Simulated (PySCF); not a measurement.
# CH8SSeSi2: geometry, electronic excitations

Wanted: the electronic excitations of CH8SSeSi2 (`[SiH3]SC[SiH2][SeH]`), by calculation.

The runs use PySCF 2.14.0, with density-fitted response routines of our own; the level of theory stands in each step. All values are computed, except where a source is named. Atoms are numbered from 0 throughout.

## (1) Starting geometry

13 atoms, charge 0, multiplicity 1; geometry from: GFN2-xTB. The atoms were then displaced at random by about 0.01 Å, so the start is not that level's minimum.

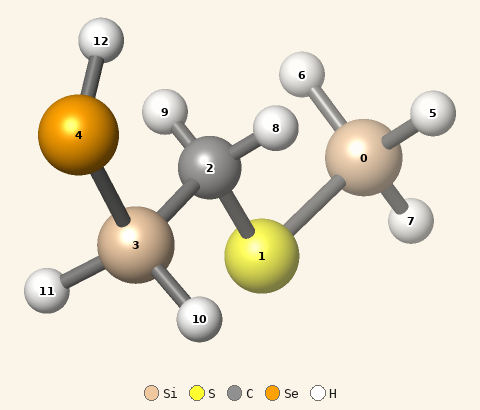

As it starts; silicon light orange, sulfur yellow, carbon grey, selenium orange, hydrogen white, atoms numbered.

## (2) Optimising the geometry at PBE0-D3(BJ)/def2-SVP

What the job is given:

```
{"job": {"xc": "PBE0", "basis": "def2-SVP", "d3": "d3bj", "grid": 1, "shake": 0.01, "kind": "geom"}, "charge": 0, "multiplicity": 1}
Si     2.758120     0.279410     0.257680
S      1.139420    -1.081680    -0.138620
C     -0.299250     0.066330    -0.122450
Si    -1.825240    -0.982210    -0.165880
Se    -3.633400     0.457300    -0.016470
H      2.418550     0.972840     1.512360
H      2.773410     1.274610    -0.834630
H      3.928400    -0.534500     0.307930
H     -0.221630     0.674350     0.811970
H     -0.198110     0.725280    -0.966630
H     -1.947870    -1.856780     1.013900
H     -1.949060    -1.704400    -1.421150
H     -2.937520     1.692570    -0.248350
```

Command:

```sh
OMP_NUM_THREADS=1 python probes_run.py task.json out
```

This one command runs all jobs of the session in turn.

Output:

```text
step   0  E = -3420.34122016  max force = 0.032297
step   1  E = -3420.34864554  max force = 0.007127
step   2  E = -3420.34936076  max force = 0.003195
step   3  E = -3420.34967969  max force = 0.002112
step   4  E = -3420.35024972  max force = 0.005993
step   5  E = -3420.35079431  max force = 0.010053
step   6  E = -3420.35129584  max force = 0.007132
step   7  E = -3420.35171877  max force = 0.000642
step   8  E = -3420.35171941  max force = 0.000407
optimisation converged
```

Run time: 83 s. Hardware: 1 thread of Intel Xeon Platinum 8488C, shared host; peak memory 0.59 GiB.

Along the way:

```csv
step,energy from step 0 (eV),largest force component (eV/Å)
0,0.0000,1.6608
1,-0.2021,0.3665
2,-0.2215,0.1643
3,-0.2302,0.1086
4,-0.2457,0.3082
5,-0.2605,0.5169
6,-0.2742,0.3667
7,-0.2857,0.0330
8,-0.2857,0.0209
```

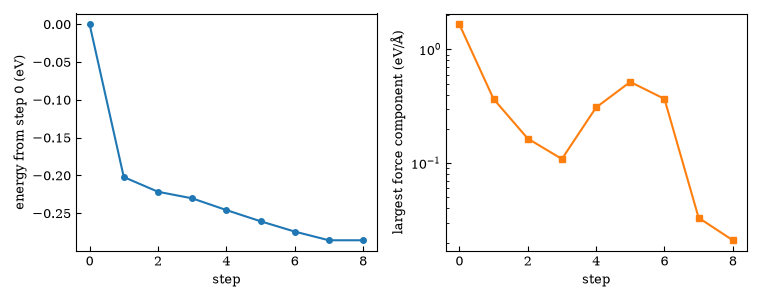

Energy and force, step by step.

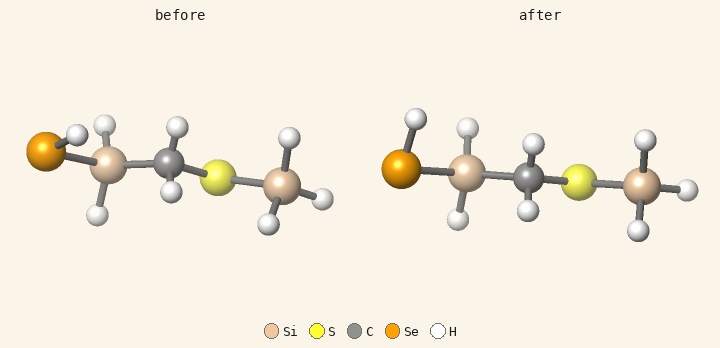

Before and after, at one scale.

Distances of close pairs at the start and the end, largest changes first:

```csv
bond,before (Å),after (Å),change (Å)
Si0–H7,1.426,1.491,+0.065
C2–Si3,1.852,1.890,+0.038
Si3–H11,1.453,1.491,+0.038
Se4–H12,1.437,1.472,+0.036
Si3–Se4,2.316,2.284,-0.032
C2–H9,1.076,1.103,+0.027
Si0–H5,1.473,1.495,+0.022
Si0–H6,1.478,1.495,+0.017
```

The final coordinates are the input of the step that follows.

| at the end point | value |
| --- | --- |
| point group (found at 0.08 Å tolerance) | C1 |
| rotational constants (GHz, main isotopes) | 5.623, 0.413, 0.391 |
| dipole moment (D) | 1.51 |

## (3) Ultraviolet spectrum: PBE0/def2-TZVPD

What the job is given:

```
{"job": {"kind": "uv", "xc": "PBE0", "basis": "def2-TZVPD"}, "charge": 0, "multiplicity": 1}
Si     2.343832    -0.064909    -0.083548
S      0.768897    -1.486153    -0.375563
C     -0.675530    -0.399439    -0.097011
Si    -2.254709    -1.415481    -0.309562
Se    -4.113248    -0.141778     0.065409
H      2.290504     0.519672     1.291261
H      2.248153     1.051746    -1.073352
H      3.618276    -0.814387    -0.276298
H     -0.658477     0.032029     0.916919
H     -0.682515     0.430371    -0.823560
H     -2.310770    -2.492657     0.718137
H     -2.277683    -1.999529    -1.681447
H     -3.899220     0.670519    -1.143652
```

Level: TDDFT PBE0/def2-TZVPD, vertical, gas phase, core orbitals frozen in the response.

Output:

```text
coarse grid: 51432 points
cycle   1  E = -3420.9977407966  dE = -7.912e-01  |g| = 3.701e-01  |ddm| = 2.865e+00
cycle   2  E = -3421.0032990057  dE = -5.558e-03  |g| = 2.882e-01  |ddm| = 7.248e-01
cycle   3  E = -3421.0207755638  dE = -1.748e-02  |g| = 7.233e-02  |ddm| = 3.181e-01
cycle   4  E = -3421.0220393534  dE = -1.264e-03  |g| = 1.660e-02  |ddm| = 7.326e-02
cycle   5  E = -3421.0220995597  dE = -6.021e-05  |g| = 8.381e-03  |ddm| = 1.888e-02
cycle   6  E = -3421.0221187865  dE = -1.923e-05  |g| = 1.392e-03  |ddm| = 8.925e-03
cycle   7  E = -3421.0221192469  dE = -4.604e-07  |g| = 3.335e-04  |ddm| = 1.547e-03
final grid: 102856 points
cycle   8  E = -3421.0221070483  dE = -8.798e-08  |g| = 3.884e-04  |ddm| = 8.528e-03
cycle   9  E = -3421.0221070253  dE =  2.307e-08  |g| = 4.890e-04  |ddm| = 1.068e-03
cycle  10  E = -3421.0221070905  dE = -6.524e-08  |g| = 3.855e-05  |ddm| = 4.482e-04
cycle  11  E = -3421.0221070909  dE = -4.029e-10  |g| = 1.091e-05  |ddm| = 4.971e-05
converged SCF energy = -3421.0221070909

Static polarisability (au): isotropic 124.017, principal 96.410 109.684 165.957

Singlet excitations
state   eV       nm        f      main configurations
  1   5.3328    232.5   0.00350   H->L+1 0.43, H-1->L+1 0.32, H-1->L+2 0.12
  2   5.3525    231.6   0.00547   H->L 0.45, H-1->L+1 0.22, H->L+2 0.19
  3   5.5114    225.0   0.04418   H-1->L 0.45, H->L 0.33, H->L+2 0.14
  4   5.5974    221.5   0.00771   H-1->L 0.31, H->L+2 0.29, H-1->L+2 0.18
  5   5.9296    209.1   0.00040   H->L+1 0.43, H-1->L+1 0.27
  6   6.1093    202.9   0.03948   H-1->L+2 0.47, H->L+2 0.22, H-1->L+1 0.13
  7   6.3108    196.5   0.00311   H->L+3 0.56, H-1->L+3 0.22
  8   6.5632    188.9   0.00987   H->L+4 0.71, H-1->L+4 0.09
  9   6.6255    187.1   0.00136   H-1->L+4 0.68, H->L+4 0.13
 10   6.6602    186.2   0.01895   H-1->L+3 0.59, H->L+3 0.22

Triplet excitations (Tamm-Dancoff, eV): 4.9084 5.0048 5.0901 5.1848
```

It took 60 s on 1 thread of Intel Xeon Platinum 8488C, shared host; peak memory 1.2 GiB.

Frontier orbitals and where they lie:

```csv
orbital,eV,atoms
HOMO−3,-9.06,"Se4 41 %, S1 17 %, Si3 16 %"
HOMO−2,-8.55,"S1 36 %, Se4 16 %, C2 15 %"
HOMO−1,-7.23,"Se4 49 %, S1 23 %, Si3 8 %"
HOMO,-7.16,"S1 45 %, Se4 26 %, Si0 8 %"
LUMO,-0.56,"Se4 23 %, Si3 20 %, Si0 15 %"
LUMO+1,-0.43,"Se4 34 %, Si3 17 %, H12 15 %"
LUMO+2,-0.15,"S1 25 %, Se4 20 %, Si0 16 %"
```

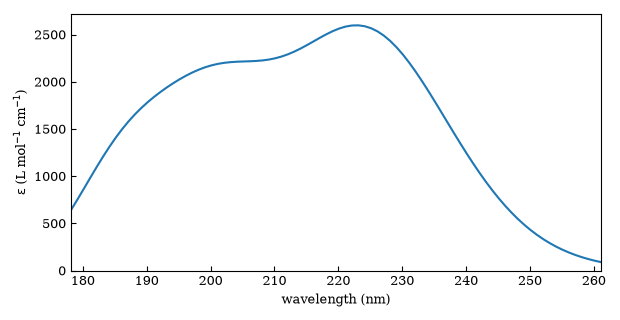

Absorption spectrum: each of the 10 states is a Gaussian band of 0.4 eV half-width at 1/e. Beyond the last state computed it falls off for lack of states.

Ground-state properties from the same run:

```
           property  computed
  dipole moment (D)      1.36
polarisability (Å³)     18.38
 HOMO–LUMO gap (eV)      6.60
      −ε(HOMO) (eV)      7.16
```

## (4) Summary of results

```
                                quantity                        value
                             point group                           C1
    rotational constants (main isotopes)         5.62, 0.41, 0.39 GHz
        lowest singlet (PBE0/def2-TZVPD)  5.33 eV (232 nm), f = 0.004
brightest single state of those computed  state 3, 5.51 eV, f = 0.044
                          lowest triplet                      4.91 eV
```

What this shows: The start of the PBE0/def2-SVP relaxation was shaken at random by about 0.01 Å, so part of the energy gained, and of the first lengths quoted, undoes that. The optimisation took 8 steps and gained 0.286 eV; among the close pairs (by a distance rule), Si0–H7 changed most, from 1.426 to 1.491 Å. The first singlet state (HOMO→LUMO+1 0.43, HOMO−1→LUMO+1 0.32) lies at 5.33 eV and is weak; of the 10 states computed, the strongest absorption comes from state 3 at 5.51 eV. The lowest triplet lies 0.42 eV below the lowest singlet (triplets in Tamm-Dancoff, singlets in full TDDFT).
